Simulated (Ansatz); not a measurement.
# Resistivity from frozen vibrations: Au(111) with 4 thermally displaced layers, 2x2

Aim: the resistivity of Au at 500 K from frozen thermal displacements between perfect leads.

Main program and level: Ansatz 0.2.0; Ansatz plane-wave DFT, PBE, PAW files; ballistic transport by layer matching (Landauer), zero bias; PAW set soft_1.

## Step 1: Set-up

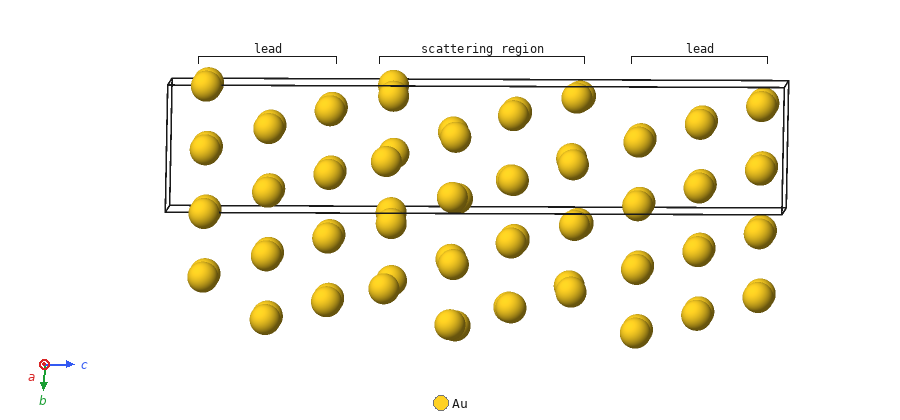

Start, viewed from the side, with the c axis across the page; gold yellow. 1×2×1 cells are drawn.

The cell holds 40 atoms: 40 Au. Its edges and angles: a = 5.768 Å, b = 5.768 Å, c = 23.605 Å, α = 93.5°, β = 86.5°, γ = 120.0°. It derives from Au. Regions: lead, 24 atoms (24 Au); scattering region, 16 atoms (16 Au). The structure is stacked along c, and the current runs across the ab planes.

## Step 2: With 4 displaced layers

Each atom of 4 layers is moved at random, by amounts drawn from a normal law 0.1167 Å wide in each direction from the Debye model (165 K) at 500 K. The layers about the cell's end stay perfect and serve as the lead. Disorder leaves little or no symmetry, which makes such runs dear. Energies from -0.05 to 0.05 eV in steps of 0.05 eV are too few for the program's thermal sum, so it prints no conductance; for a metal the transmission near the Fermi level serves, at a fraction of the cost.

input.yaml reads:

```yaml
crystal:
  lattice:
    - [5.7675164607, 0.0, 0.0]
    - [-2.8837582304, 4.9948157718, 0.0]
    - [1.4418791152, -0.8324692953, 23.5457873532]
  atoms:
    - { symbol: Au, position: [0.9916666667, 0.0083333333, 0.05] }
    - { symbol: Au, position: [0.9916666667, 0.5083333333, 0.05] }
    - { symbol: Au, position: [0.4916666667, 0.0083333333, 0.05] }
    - { symbol: Au, position: [0.4916666667, 0.5083333333, 0.05] }
    - { symbol: Au, position: [0.1416666667, 0.3583333333, 0.15] }
    - { symbol: Au, position: [0.1416666667, 0.8583333333, 0.15] }
    - { symbol: Au, position: [0.6416666667, 0.3583333333, 0.15] }
    - { symbol: Au, position: [0.6416666667, 0.8583333333, 0.15] }
    - { symbol: Au, position: [0.2916666667, 0.2083333333, 0.25] }
    - { symbol: Au, position: [0.2916666667, 0.7083333333, 0.25] }
    - { symbol: Au, position: [0.7916666667, 0.2083333333, 0.25] }
    - { symbol: Au, position: [0.7916666667, 0.7083333333, 0.25] }
    - { symbol: Au, position: [0.9531333819, 0.083380111, 0.3536743412] }
    - { symbol: Au, position: [0.9762105649, 0.5951469715, 0.3440268324] }
    - { symbol: Au, position: [0.4136508182, 0.0273981041, 0.3494661197] }
    - { symbol: Au, position: [0.4612032951, 0.5582301933, 0.3524569323] }
    - { symbol: Au, position: [0.0554831081, 0.4110193202, 0.4455063768] }
    - { symbol: Au, position: [0.1371511981, 0.9298310994, 0.454703733] }
    - { symbol: Au, position: [0.5971103356, 0.4231910077, 0.4532596422] }
    - { symbol: Au, position: [0.5789865911, 0.8966216188, 0.4494313364] }
    - { symbol: Au, position: [0.2227130444, 0.244217558, 0.5485959627] }
    - { symbol: Au, position: [0.2372000794, 0.7749141531, 0.5420918861] }
    - { symbol: Au, position: [0.7514704832, 0.2432713781, 0.5472950364] }
    - { symbol: Au, position: [0.7128624967, 0.7547598084, 0.5487729139] }
    - { symbol: Au, position: [0.88922832, 0.0959435838, 0.6504645329] }
    - { symbol: Au, position: [0.9337245446, 0.6174124473, 0.6471575434] }
    - { symbol: Au, position: [0.4089510422, 0.1058153829, 0.6529424642] }
    - { symbol: Au, position: [0.4010879848, 0.5976053577, 0.6404360227] }
    - { symbol: Au, position: [0.0416666667, 0.4583333333, 0.75] }
    - { symbol: Au, position: [0.0416666667, 0.9583333333, 0.75] }
    - { symbol: Au, position: [0.5416666667, 0.4583333333, 0.75] }
    - { symbol: Au, position: [0.5416666667, 0.9583333333, 0.75] }
    - { symbol: Au, position: [0.1916666667, 0.3083333333, 0.85] }
    - { symbol: Au, position: [0.1916666667, 0.8083333333, 0.85] }
    - { symbol: Au, position: [0.6916666667, 0.3083333333, 0.85] }
    - { symbol: Au, position: [0.6916666667, 0.8083333333, 0.85] }
    - { symbol: Au, position: [0.8416666667, 0.1583333333, 0.95] }
    - { symbol: Au, position: [0.8416666667, 0.6583333333, 0.95] }
    - { symbol: Au, position: [0.3416666667, 0.1583333333, 0.95] }
    - { symbol: Au, position: [0.3416666667, 0.6583333333, 0.95] }
kpoints:
  mp_grid: { grid: [5, 5, 1] }
hamiltonian:
  xc: pbe
  pseudopotentials: { kind: paw, azcp: { folder: soft_1 } }
scf:
  occupations: { method: fermi_dirac, width: 0.1 }
output:
  transmission:
    leads: [[0, 4]]
    kmesh: [10, 10]
    e_range: [-0.05, 0.05]
    de: 0.05
  write_potential: true
  write_density: true
  volumetric_format: npy
  elf: true
```

Launch:

```
$ ansatz run input.yaml --threads 4 --pin off --max-ram 15360MiB --backend cpu --events-out ev --progress --plain --runs-dir out
```

Numbers of over 12 decimals in the logs are rounded to 6 here.

Log:

```text
Engine: ansatz 0.2.0, aarch64-unknown-linux-gnu
Pseudopotentials: kind: paw
Pseudopotential: Au, paw, valence charge 19, recommended cutoff 420 eV (normal), soft_1/Au.paw.azcp
Functional definition: PBE
  parameter kappa = 0.804
  parameter beta = 0.066725
  exchange = pbe_x(kappa = kappa, mu = beta*pi^2/3)
  correlation = pbe_c(beta = beta)
Crystal: 40 atoms, lattice volume = 678.300 Å³
Basis set: ecut = 420 eV, 13321 PW (Γ)
Bands: 456, of which v1, the nominal top of the filled ones, is band 380 counted from 1 (379 counted from 0)
Symmetry: 1 space group operations
Space group: P1 (ITA 1), of the structure as read, at distance tolerance 8.8e-5 Å
k-points: 13 of 25 (time reversal used)
Non-local potential: Au, projectors of the file, l = 0: 3, l = 1: 2, l = 2: 2, l = 3: 1
PAW form: soft (Blöchl's): semilocal exchange-correlation on the pseudo side does not see the compensation charge
PAW one-centre angular grid: Au, 590 points (default); XC on 64 Gauss nodes
Initial density: superposition of atomic densities (chi_scale 0.1, normalization cell)
Initial wavefunctions: pseudopotential atomic-orbital guess
Functional: x = pbe(κ = 0.804, μ = 0.219515), c = pbe(β = 0.066725)
SCF iter   1: F=—  HF=-526055.259801 eV  |F-HF|=—  |Δ(HF+E_count)|=         —  Δρ=6.75e-2  dr2=3.39e1  ethr=3.10e-3  ⟨swp⟩=4.0  Hψ=17608  notcnv=0  defer=139
preconditioner: auto → Kerker (q_TF=auto, 2.781 Å⁻¹)  [metal: Δε(μ)=0.028 eV  Ē_g=10.189 eV  σ=0.100 eV  W_gap=0.07  n_scr=260 (ndim 8)  ℏωp=29.9 eV  f_vac=0.000  D(μ)=18.18/eV (n_scr^D=110)]
SCF iter   2: F=—  HF=-526047.186671 eV  |F-HF|=—  |Δ(HF+E_count)|=    8.07e0  Δρ=3.10e-2  dr2=6.93e0  ethr=3.10e-3  ⟨swp⟩=2.9  Hψ=9822  notcnv=0  defer=713
SCF iter   3: F=—  HF=-526045.243961 eV  |F-HF|=—  |Δ(HF+E_count)|=    1.94e0  Δρ=7.41e-3  dr2=2.28e-1  ethr=9.12e-4  ⟨swp⟩=2.0  Hψ=8248  notcnv=0  defer=713
SCF iter   4: F=—  HF=-526045.304786 eV  |F-HF|=—  |Δ(HF+E_count)|=   6.08e-2  Δρ=1.30e-3  dr2=9.02e-3  ethr=2.99e-5  ⟨swp⟩=2.7  Hψ=11800  notcnv=0  defer=713
SCF iter   5: F=—  HF=-526045.308322 eV  |F-HF|=—  |Δ(HF+E_count)|=   3.54e-3  Δρ=3.08e-4  dr2=9.70e-4  ethr=1.19e-6  ⟨swp⟩=2.1  Hψ=7723  notcnv=0  defer=713
SCF iter   6: F=—  HF=-526045.308377 eV  |F-HF|=—  |Δ(HF+E_count)|=   5.44e-5  Δρ=1.04e-4  dr2=3.06e-4  ethr=1.28e-7  ⟨swp⟩=2.3  Hψ=7481  notcnv=0  defer=713
SCF iter   7: F=—  HF=-526045.308346 eV  |F-HF|=—  |Δ(HF+E_count)|=   3.07e-5  Δρ=4.24e-5  dr2=2.81e-5  ethr=4.02e-8  ⟨swp⟩=1.0  Hψ=5213  notcnv=0  defer=713
SCF iter   8: F=—  HF=-526045.308715 eV  |F-HF|=—  |Δ(HF+E_count)|=   3.69e-4  Δρ=7.75e-6  dr2=3.50e-6  ethr=3.70e-9  ⟨swp⟩=2.3  Hψ=8392  notcnv=0  defer=713
SCF iter   9: F=—  HF=-526045.308715 eV  |F-HF|=—  |Δ(HF+E_count)|=   4.76e-8  Δρ=3.12e-6  dr2=2.87e-7  ethr=4.61e-10  ⟨swp⟩=1.0  Hψ=5213  notcnv=0  defer=713
SCF iter  10: F=-526045.308715 eV  HF=-526045.308715 eV  |F-HF|=7.95e-8  |Δ(HF+E_count)|=   1.07e-8  Δρ=1.52e-6  dr2=8.55e-8  ethr=1.32e-11  ⟨swp⟩=8.4  Hψ=22177  notcnv=0
SCF 1 converged in 10 iterations: F = -526045.308715 eV  dr2 = 8.55e-8
  greatest PAW one-centre occupation: 1.000 electrons in one spin orbital (limit 2), on the Au atom at site 28 (counted from 0), in its partial waves of l = 0
transmission: 162 of 1560 steps passed
transmission: 315 of 1560 steps passed
[...]
transmission: 1560 of 1560 steps passed
SCF converged after 10 iterations
Free energy (F): -526045.308715 eV
Harris-Foulkes:  -526045.308715 eV  (|F-HF|=7.95e-8)
Internal energy: -526044.831850 eV  (E = F + TS)
E sigma→0 (E₀):  -526045.070283 eV
Entropy (-TS):   -0.476865 eV (-11.922 meV/atom)
Fermi energy:    20.729431 eV
--- Per-component energies (eV) ---
  E_band       = -8246.669239
  E_kinetic    = 23148.159118
  E_local      = -68193.127672  (includes V_loc(G=0)·N_el)
  E_nonlocal   = 3921.482158
  E_hartree    = 29600.758369
  E_xc         = -8626.335194
  E_vxc        = -10478.884511  (∫ρ·V_xc dr)
  E_paw        = -389265.356775  (= ΣΔE_a)
  E_vpaw       = -15845.880059  (= ΣTr[D̂ρ^β])
  E_aug_tail   = 0.066798  (compensation charges beyond the density's cutoff)
  E_ewald      = -116630.478652
  E_smearing   = -0.476865  (= −TS)
  E_closure    = 0.000000  (closes the sum)
  Σ components = -526045.308715   (vs F -526045.308715, Δ=0.00e0)
--- Band table (eV; the first three rows and the last of 13) ---
  k-point 0: bands = [... 376 lower, 20.8026, 21.1686, 21.2184, 21.2705, 21.2881, 21.5208, 21.5365, 21.6277, ... 72 higher]
  k-point 1: bands = [... 376 lower, 20.3612, 20.4289, 20.5103, 20.6581, 20.7491, 20.8616, 20.9540, 21.0688, ... 72 higher]
  k-point 2: bands = [... 376 lower, 20.5083, 20.5373, 20.5641, 20.6213, 20.6739, 20.8313, 20.8622, 21.0605, ... 72 higher]
  k-point 12: bands = [... 376 lower, 19.5299, 20.2003, 20.3567, 20.6873, 20.7807, 20.8282, 21.2596, 22.2228, ... 72 higher]
--- Transmission ---
  basis      : 253 plane waves across, 30 finite elements along
  points     : 52, standing for a mesh of 10 x 10
  energies   : 3 from -0.050000 to 0.050000 eV about the Fermi level, 0.050000 eV apart; the leads are filled to 0.000000 eV, and channels, transmission and decay are at 0.000000 eV
  crystal 0  : Au4, at the sites [0, 4], period 2.3546 Å, over 14.13 Å; its Hamiltonian steps by up to 7.5 meV
    offset         : up to 0.0000 Å between an atom of the period and one for which it stands
    channels       : 3.210000e0 a spin
    conductance    : none, the energies end too early or step too widely for 300 K: set another output.transmission.e_range or a lower de, or, where they end at an eighth of basis.ecutwfc, a higher one
  junction   : crystal 0 to crystal 0, 0.70 to 21.89 Å
    transmission   : 3.072741e0 a spin
    conductance    : none, the energies end too early or step too widely for 300 K: set another output.transmission.e_range or a lower de, or, where they end at an eighth of basis.ecutwfc, a higher one
```

Wall time 13 min (4 threads of Arm Neoverse V1, shared host); peak memory 6.5 GiB; 45 min of CPU time.

This step gave:

| Item | Value |
| --- | --- |
| free energy | -526045.3087 eV |
| energy at zero smearing | -526045.0703 eV |
| Fermi energy | 20.73 eV |
| cell area | 28.81 Å² |
| transmission per spin nearest the Fermi level | 3.073 |
| open channels per spin nearest the Fermi level | 3.21 |
| step of the lead's potential | 7.5 meV |

Per spin. Transmission, zone mean against energy, zero at the Fermi level:

```
energy (eV)  transmission, zone mean
    -0.0500                     3.06
     0.0000                     3.07
     0.0500                     3.08
```

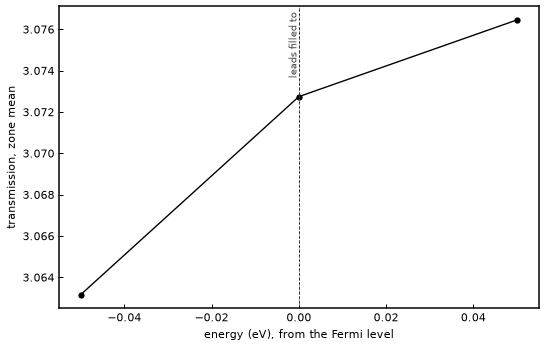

Transmission, zone mean, plotted against energy.

Per spin. The open channels, zone mean, lead stays at 3.21 for energy from -0.05 to 0.05 eV.

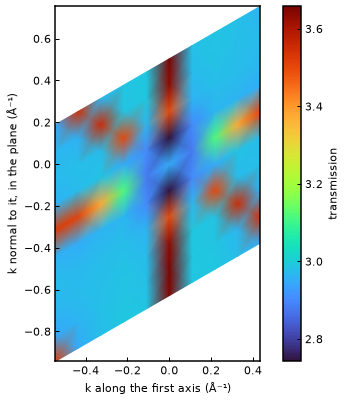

Transmission over k1 and k2. At 0.0000 eV from the Fermi level.

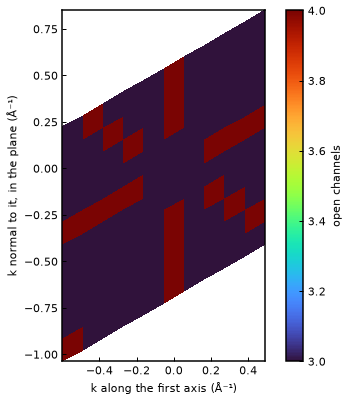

Open channels over k1 and k2. At 0.0000 eV from the Fermi level.

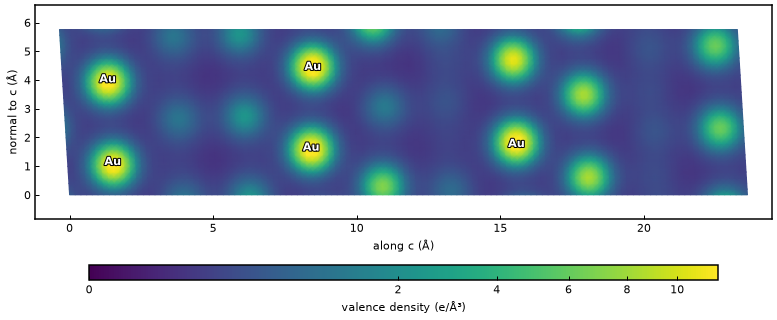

Valence density in the cb plane at fractional x = 0.953, with atoms of Au within 0.2 Å of it. It is the smooth field of the valence electrons, not physical close to the nuclei. The map starts off the cell's origin, so that atoms lie inside it. The colour scale is stretched toward low values.

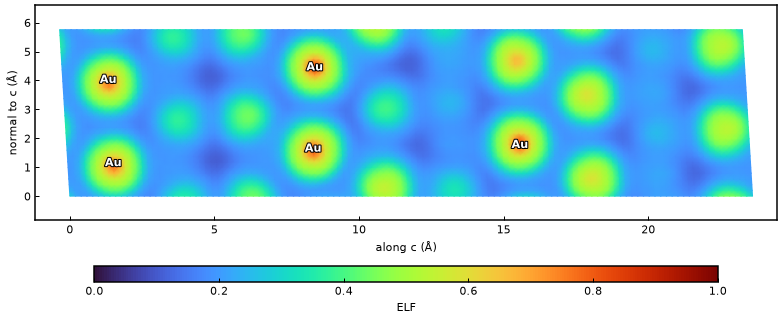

ELF in the cb plane at fractional x = 0.953, with atoms of Au within 0.2 Å of it. It is the smooth field of the valence electrons, not physical close to the nuclei. The map starts off the cell's origin, so that atoms lie inside it.

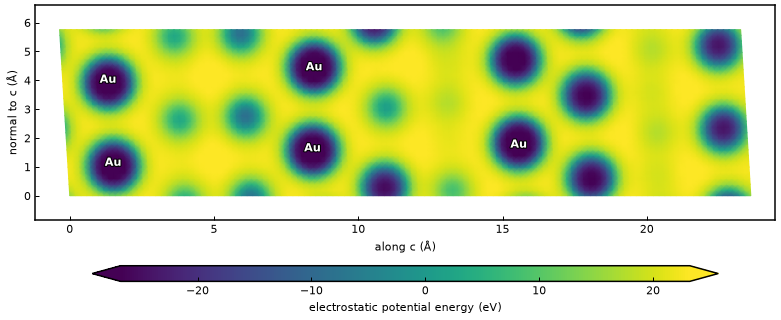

Electrostatic potential energy in the cb plane at fractional x = 0.953, with atoms of Au within 0.2 Å of it. With pseudopotentials it is smooth inside the atoms' cores, unlike the true potential. The map starts off the cell's origin, so that atoms lie inside it.

Over the solved energies the transmission per spin lies between 3.06 and 3.08, out of 3.21 channels of the lead on average (up to 3.21).

[end of part 1 of 2]

[Logs are printed without paths, hosts, clocks, repeated set-up lines and the standing remarks that a program may print on its own settings, such as how far it seeks lower states.]

[Hosts, paths, dates, database ids (printed as entryN), source tags and the programs' standing remarks are cut or masked in the printed files.]
